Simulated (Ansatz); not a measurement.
The parent structure is PbTe in the rock salt structure (space group Fm-3m, No. 225; a = 6.5353 Å).

It is then changed as follows: Se takes the place of Te on all its sites, then cell and atoms are relaxed.

The values are results of r2SCAN (Ansatz, a first-principles code, PAW, no spin-orbit coupling), earlier PAW set, not measurements.

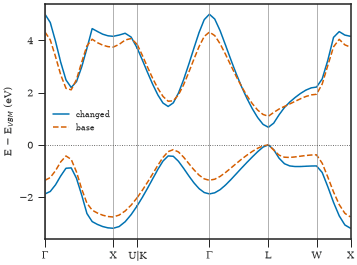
Figure: Highest valence and lowest conduction band along the path, each from its own valence-band maximum

The gap is 0.67 eV, direct at L; the base has 1.10 eV.

Spin-orbit coupling, missing from the scalar runs, can matter with Pb and Te. Stability against distortions was not tested.
